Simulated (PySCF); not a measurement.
# C₃F₇O₃S−: NMR shifts in solvents

Aim: compute the NMR shifts of C₃F₇O₃S− (`O=S(=O)([O-])C(F)(F)C(F)(F)C(F)(F)F`), and see what a dielectric continuum does where one was used.

The runs use PySCF 2.14.0, with density-fitted response routines of our own; the level of theory stands in each step. All values are computed, except where a source is named. Atoms are numbered from 0 throughout.

### 1 The starting structure

14 atoms, charge -1, multiplicity 1; geometry from: GFN2-xTB.

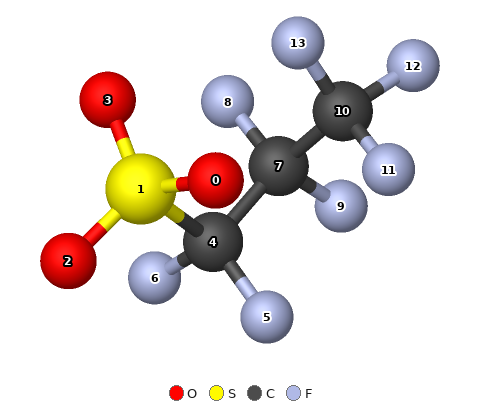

The starting geometry (oxygen red, sulfur yellow, carbon dark grey, fluorine light blue), atoms numbered.

### 2 Optimising the geometry at PBE0-D3(BJ)/def2-SVP

What the job is given:

```
{"job": {"xc": "PBE0", "basis": "def2-SVP", "d3": "d3bj", "grid": 1, "kind": "geom"}, "charge": -1, "multiplicity": 1}
O      0.737878     1.954055    -0.609606
S      1.607158     0.910192    -0.124631
O      2.893458     0.810510    -0.761715
O      1.582751     0.679445     1.298251
C      0.680728    -0.624880    -0.765121
F      0.357945    -0.458264    -2.070806
F      1.459050    -1.733450    -0.708940
C     -0.583402    -0.866494     0.042715
F     -0.290155    -1.329815     1.270148
F     -1.361759    -1.848652    -0.522962
C     -1.508099     0.364597     0.188724
F     -1.740705     0.972744    -0.966822
F     -2.720608    -0.070174     0.613589
F     -1.114917     1.239715     1.090029
```

The log of the run:

```text
step   0  E = -1435.02637652  max force = 0.035688
step   1  E = -1435.03502207  max force = 0.011639
step   2  E = -1435.03638756  max force = 0.004911
step   3  E = -1435.03660922  max force = 0.001375
step   4  E = -1435.03665193  max force = 0.001039
step   5  E = -1435.03666368  max force = 0.001459
step   6  E = -1435.03668455  max force = 0.001704
step   7  E = -1435.03671755  max force = 0.001441
step   8  E = -1435.03675973  max force = 0.001360
step   9  E = -1435.03678806  max force = 0.000990
step  10  E = -1435.03681384  max force = 0.000722
step  11  E = -1435.03684085  max force = 0.000484
step  12  E = -1435.03684138  max force = 0.000578
step  13  E = -1435.03684047  max force = 0.000307
optimisation converged
```

It took 7 min on 1 thread, shared host.

Along the way:

| step | energy from step 0 (eV) | largest force component (eV/Å) |
| --- | --- | --- |
| 0 | 0.0000 | 1.8352 |
| 1 | -0.2353 | 0.5985 |
| 2 | -0.2724 | 0.2525 |
| 3 | -0.2784 | 0.0707 |
| 4 | -0.2796 | 0.0534 |
| 5 | -0.2799 | 0.0750 |
| 6 | -0.2805 | 0.0876 |
| 7 | -0.2814 | 0.0741 |
| 8 | -0.2825 | 0.0699 |
| 9 | -0.2833 | 0.0509 |
| 10 | -0.2840 | 0.0371 |
| 11 | -0.2847 | 0.0249 |
| 12 | -0.2848 | 0.0297 |
| 13 | -0.2847 | 0.0158 |

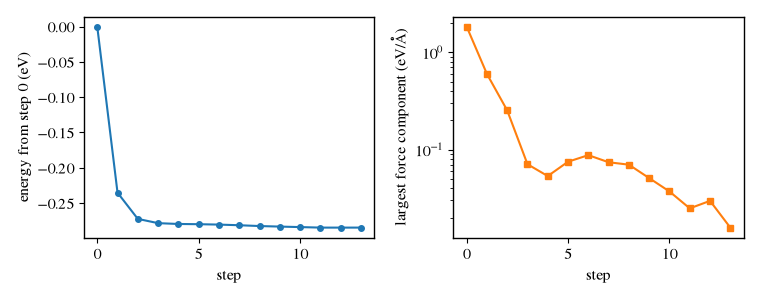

Energy and largest force along the relaxation.

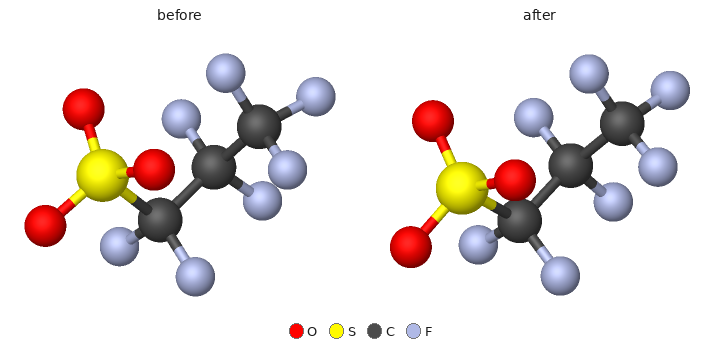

The geometry before (left) and after (right).

Distances of close pairs at the start and the end, largest changes first:

| bond | before (Å) | after (Å) | change (Å) |
| --- | --- | --- | --- |
| S1–C4 | 1.904 | 1.865 | -0.039 |
| O0–S1 | 1.442 | 1.472 | +0.029 |
| S1–O3 | 1.442 | 1.470 | +0.028 |
| S1–O2 | 1.439 | 1.467 | +0.028 |
| C4–C7 | 1.520 | 1.543 | +0.023 |
| C7–F9 | 1.375 | 1.357 | -0.018 |
| C10–F12 | 1.356 | 1.344 | -0.013 |
| C7–F8 | 1.344 | 1.336 | -0.008 |

The end geometry stands in the next job.

| at the end point | value |
| --- | --- |
| point group (found at 0.08 Å tolerance) | C1 |
| rotational constants (GHz, main isotopes) | 1.000, 0.574, 0.508 |

### 3 Shielding tensors: PBE0/pcSseg-1 in chloroform

What the job is given:

```
{"job": {"kind": "nmr", "xc": "PBE0", "basis": "pcSseg-1", "solvent": "chloroform", "pop": true}, "charge": -1, "multiplicity": 1}
O      0.756220     2.041111    -0.788551
S      1.659333     0.972447    -0.332586
O      2.875333     0.783129    -1.130878
O      1.822432     0.854085     1.123365
C      0.670568    -0.553623    -0.747056
F      0.234087    -0.484414    -2.020529
F      1.448601    -1.651808    -0.643642
C     -0.561292    -0.843945     0.134966
F     -0.178808    -1.230831     1.355436
F     -1.222744    -1.883331    -0.434154
C     -1.615006     0.271519     0.313975
F     -1.987719     0.778718    -0.850818
F     -2.700592    -0.283185     0.879264
F     -1.200907     1.229601     1.114062
```

Method: GIAO PBE0/pcSseg-1 NMR shielding, non-relativistic, IEF-PCM chloroform.

The log of the run:

```text
coarse grid: 15744 points
cycle   1  E = -1435.1742122908  dE =  3.261e+00  |g| = 1.861e+00  |ddm| = 3.859e+00
cycle   2  E = -1433.8112583226  dE =  1.363e+00  |g| = 3.410e+00  |ddm| = 3.665e+00
cycle   3  E = -1435.7578255119  dE = -1.947e+00  |g| = 1.940e-01  |ddm| = 2.641e+00
cycle   4  E = -1435.7625901223  dE = -4.765e-03  |g| = 1.281e-01  |ddm| = 2.567e-01
cycle   5  E = -1435.7653041763  dE = -2.714e-03  |g| = 3.854e-02  |ddm| = 9.826e-02
cycle   6  E = -1435.7655301040  dE = -2.259e-04  |g| = 1.097e-02  |ddm| = 3.251e-02
cycle   7  E = -1435.7655500747  dE = -1.997e-05  |g| = 3.203e-03  |ddm| = 9.855e-03
cycle   8  E = -1435.7655516484  dE = -1.574e-06  |g| = 5.643e-04  |ddm| = 2.242e-03
final grid: 160224 points
cycle   9  E = -1435.9251728780  dE = -6.689e-05  |g| = 1.178e-02  |ddm| = 2.928e-02
cycle  10  E = -1435.9251429834  dE =  2.989e-05  |g| = 1.782e-02  |ddm| = 2.198e-02
cycle  11  E = -1435.9251968803  dE = -5.390e-05  |g| = 1.649e-03  |ddm| = 1.301e-02
cycle  12  E = -1435.9251973649  dE = -4.846e-07  |g| = 3.431e-04  |ddm| = 1.623e-03
cycle  13  E = -1435.9251973813  dE = -1.645e-08  |g| = 1.721e-04  |ddm| = 3.209e-04
cycle  14  E = -1435.9251973857  dE = -4.332e-09  |g| = 4.502e-05  |ddm| = 1.317e-04
cycle  15  E = -1435.9251973860  dE = -3.183e-10  |g| = 1.572e-05  |ddm| = 4.322e-05
converged SCF energy = -1435.9251973860

GIAO shielding tensors (ppm)
atom      isotropic    diamagn.    paramagn.     s11        s22        s33       span
  0 O       99.210     403.969    -304.759     58.713     73.766    165.151    106.438
  1 S      174.201    1049.467    -875.266     32.112    238.351    252.139    220.027
  2 O      108.551     398.103    -289.552     58.701     81.136    185.816    127.115
  3 O       98.655     404.459    -305.804     53.130     76.035    166.798    113.668
  4 C       65.377     250.207    -184.830     53.237     70.240     72.655     19.418
  5 F      309.248     474.631    -165.382    220.812    341.102    365.830    145.017
  6 F      319.490     473.863    -154.373    230.879    348.694    378.898    148.019
  7 C       70.402     244.414    -174.012     54.153     74.603     82.450     28.297
  8 F      315.994     473.977    -157.983    221.599    342.848    383.534    161.935
  9 F      321.378     472.392    -151.014    223.640    354.079    386.416    162.775
 10 C       59.875     242.677    -182.802     49.209     61.806     68.609     19.400
 11 F      268.558     473.463    -204.905    195.270    273.697    336.706    141.436
 12 F      269.958     469.929    -199.971    189.173    260.932    359.768    170.595
 13 F      265.216     474.336    -209.119    196.298    273.570    325.781    129.484
```

Wall time 83 s (1 thread, shared host).

Shifts follow as δ = σ(reference) − σ, with reference shieldings (ppm) from runs at the same level and on the same kind of geometry: ¹³C TMS 185.2, ¹⁹F CFCl3 179.6, ¹⁷O H2O 341.0, ³³S CS2 495. The references are single molecules in the same continuum, so shifts against H2O, NH3, PH3, H3PO4 or CFCl3 are not on the usual liquid scales and can be off by tens of ppm. Atoms listed in one row are averaged.

| atoms | environment | σ (ppm) | δ (ppm) |
| --- | --- | --- | --- |
| C10 | CF3 carbon | 59.9 | 125.3 |
| C4 | fully substituted sp3 carbon bonded to 2 F and S | 65.4 | 119.8 |
| C7 | fully substituted sp3 carbon bonded to 2 F | 70.4 | 114.8 |
| O0, O2, O3 | oxygen of an anionic S–O group | 102.1 | 238.8 |
| S1 | sulfonyl sulfur | 174 | 321 |
| F11, F12, F13 | fluorine of a CF3 group | 267.9 | -88.3 |
| F5, F6 | fluorine of a CF2 group | 314.4 | -134.7 |
| F8, F9 | fluorine of a CF2 group | 318.7 | -139.1 |

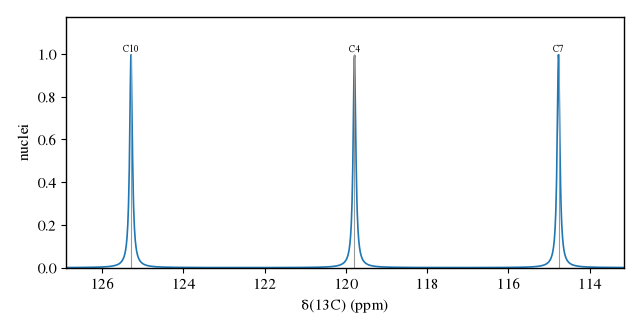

¹³C lines at the computed shifts, without couplings. Lines are broadened to a width of 0.08 ppm (Lorentzian).

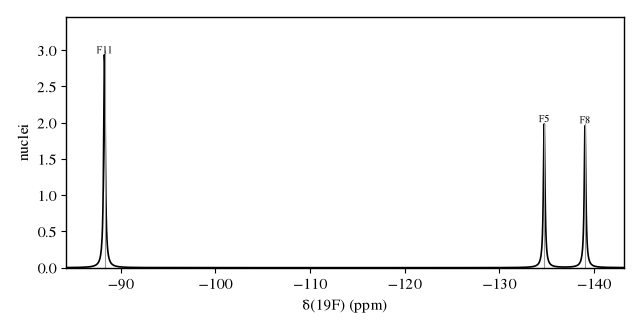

¹⁹F lines at the computed shifts, without couplings. Lines are broadened to a width of 0.20 ppm (Lorentzian).

The run also stored atomic charges by several schemes (e):

| atoms | Mulliken | IAO | Hirshfeld | ESP fit |
| --- | --- | --- | --- | --- |
| O0, O2, O3 | -0.63 | -0.95 | -0.41 | -0.63 |
| S1 | 1.21 | 2.16 | 0.41 | 1.11 |
| C4 | 0.31 | 0.29 | 0.11 | 0.07 |
| F5, F6 | -0.28 | -0.28 | -0.10 | -0.12 |
| C7 | 0.42 | 0.50 | 0.13 | 0.13 |
| F8, F9 | -0.28 | -0.27 | -0.09 | -0.11 |
| C10 | 0.82 | 0.79 | 0.24 | 0.47 |
| F11, F12, F13 | -0.25 | -0.26 | -0.09 | -0.15 |

ESP fit charges:

O0 -0.63; S1 1.11; O2 -0.62; O3 -0.63; C4 0.07; F5 -0.13; F6 -0.11; C7 0.13; F8 -0.11; F9 -0.12; C10 0.47; F11 -0.14; F12 -0.17; F13 -0.13

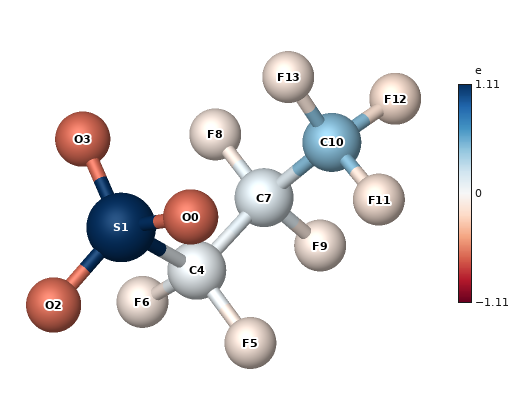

ESP fit charges, as colours on the atoms.

Mayer bond orders: O0–S1 1.64, S1–O2 1.65, S1–O3 1.66, S1–C4 0.76, C4–F5 0.94, C4–F6 0.92, C4–C7 0.85, C7–F8 0.98, C7–F9 0.93, C7–C10 0.89, C10–F11 1.03, C10–F12 0.99, C10–F13 1.04.

### 4 Shielding tensors: PBE0/pcSseg-1 in methanol

Settings changed since step 3:

```diff
@@ -1,2 +1,2 @@
-{"job": {"kind": "nmr", "xc": "PBE0", "basis": "pcSseg-1", "solvent": "chloroform", "pop": true}, "charge": -1, "multiplicity": 1}
+{"job": {"kind": "nmr", "xc": "PBE0", "basis": "pcSseg-1", "solvent": "methanol", "pop": false}, "charge": -1, "multiplicity": 1}
 O      0.756220     2.041111    -0.788551
```

Level: GIAO PBE0/pcSseg-1 NMR shielding, non-relativistic, IEF-PCM methanol.

The log of the run:

```text
coarse grid: 15744 points
cycle   1  E = -1435.1930594154  dE =  3.242e+00  |g| = 1.858e+00  |ddm| = 3.859e+00
cycle   2  E = -1433.8694465060  dE =  1.324e+00  |g| = 3.378e+00  |ddm| = 3.588e+00
cycle   3  E = -1435.7748079042  dE = -1.905e+00  |g| = 1.853e-01  |ddm| = 2.567e+00
cycle   4  E = -1435.7791456153  dE = -4.338e-03  |g| = 1.229e-01  |ddm| = 2.405e-01
cycle   5  E = -1435.7816498664  dE = -2.504e-03  |g| = 3.594e-02  |ddm| = 9.185e-02
cycle   6  E = -1435.7818444330  dE = -1.946e-04  |g| = 9.968e-03  |ddm| = 2.966e-02
cycle   7  E = -1435.7818606347  dE = -1.620e-05  |g| = 3.071e-03  |ddm| = 8.922e-03
cycle   8  E = -1435.7818620888  dE = -1.454e-06  |g| = 5.120e-04  |ddm| = 2.141e-03
final grid: 160224 points
cycle   9  E = -1435.9414825955  dE = -6.705e-05  |g| = 1.172e-02  |ddm| = 2.922e-02
cycle  10  E = -1435.9414536277  dE =  2.897e-05  |g| = 1.765e-02  |ddm| = 2.161e-02
cycle  11  E = -1435.9415063420  dE = -5.271e-05  |g| = 1.621e-03  |ddm| = 1.271e-02
cycle  12  E = -1435.9415068100  dE = -4.680e-07  |g| = 3.310e-04  |ddm| = 1.596e-03
cycle  13  E = -1435.9415068255  dE = -1.542e-08  |g| = 1.640e-04  |ddm| = 3.057e-04
cycle  14  E = -1435.9415068294  dE = -3.889e-09  |g| = 4.173e-05  |ddm| = 1.217e-04
cycle  15  E = -1435.9415068296  dE = -2.688e-10  |g| = 1.486e-05  |ddm| = 3.972e-05
converged SCF energy = -1435.9415068296

GIAO shielding tensors (ppm)
atom      isotropic    diamagn.    paramagn.     s11        s22        s33       span
  0 O      101.361     404.104    -302.743     61.623     75.034    167.425    105.802
  1 S      174.537    1049.480    -874.943     32.949    238.948    251.713    218.764
  2 O      111.061     398.213    -287.152     62.763     82.022    188.398    125.636
  3 O      100.885     404.582    -303.697     56.295     77.272    169.087    112.792
  4 C       65.211     250.178    -184.967     53.209     70.098     72.324     19.115
  5 F      308.428     474.547    -166.119    220.205    340.245    364.834    144.628
  6 F      318.684     473.780    -155.096    230.059    347.908    378.085    148.025
  7 C       70.556     244.308    -173.752     54.176     74.700     82.792     28.616
  8 F      316.115     473.987    -157.872    222.361    343.109    382.875    160.514
  9 F      319.575     472.220    -152.645    221.304    352.683    384.739    163.435
 10 C       59.911     242.666    -182.754     49.111     61.749     68.874     19.763
 11 F      268.534     473.459    -204.925    195.687    273.436    336.477    140.790
 12 F      268.260     469.771    -201.511    187.234    258.840    358.706    171.472
 13 F      266.388     474.415    -208.027    197.979    274.700    326.485    128.506
```

Wall time 82 s (1 thread, shared host).

This run: δ C10 125.6, C4 120.3, C7 114.9, O0 238.5 ppm (means over like atoms).

### 5 Run by run: NMR shifts

Shifts (ppm) of some atoms, chosen among heavy atoms and hydrogens apart, means over like atoms, with basis size and wall time:

| run | C4 | S1 | F11 | F5 | F8 | functions | time |
| --- | --- | --- | --- | --- | --- | --- | --- |
| PBE0/pcSseg-1 in chloroform | 119.8 | 321 | -88.3 | -134.7 | -139.1 | 245 | 83 s |
| PBE0/pcSseg-1 in methanol | 120.3 | 321 | -87.2 | -133.1 | -137.3 | 245 | 82 s |

The continuum's effect on the ground state:

| solvent | ε | polarisation energy (Eh) |
| --- | --- | --- |
| chloroform | 4.71 | -0.0668 |
| methanol | 32.61 | -0.0839 |

### 6 What came out

| quantity | value |
| --- | --- |
| point group | C1 |
| rotational constants (main isotopes) | 1.00, 0.57, 0.51 GHz |
| ¹³C shifts against TMS (PBE0/pcSseg-1, chloroform) | 125.3, 119.8, 114.8 ppm |
| ¹⁷O shifts against H2O (PBE0/pcSseg-1, chloroform, means over atoms taken as alike) | 238.8 ppm |
| ³³S shifts against CS2 (PBE0/pcSseg-1, chloroform) | 321 ppm |
| ¹⁹F shifts against CFCl3 (PBE0/pcSseg-1, chloroform, means over atoms taken as alike) | -88.3, -134.7, -139.1 ppm |
| range of the shift of F8 | -139.1 to -137.3 ppm |

**Reading.** Over 13 steps the energy fell by 0.285 eV; of the close pairs, S1–C4 changed most, 1.904 to 1.865 Å. At PBE0/pcSseg-1: The widest tensor belongs to S1: span 220 ppm, with a paramagnetic part of -875 ppm. In ppm, F8 (with its like atoms) moves most: its shift spreads over 1.7 ppm, from -139.1 (PBE0/pcSseg-1 in chloroform) to -137.3 (PBE0/pcSseg-1 in methanol). Part of that comes from the computed reference. The continuum holds electrostatics alone: no hydrogen bonds to the solvent, and the gas-phase geometry is kept.
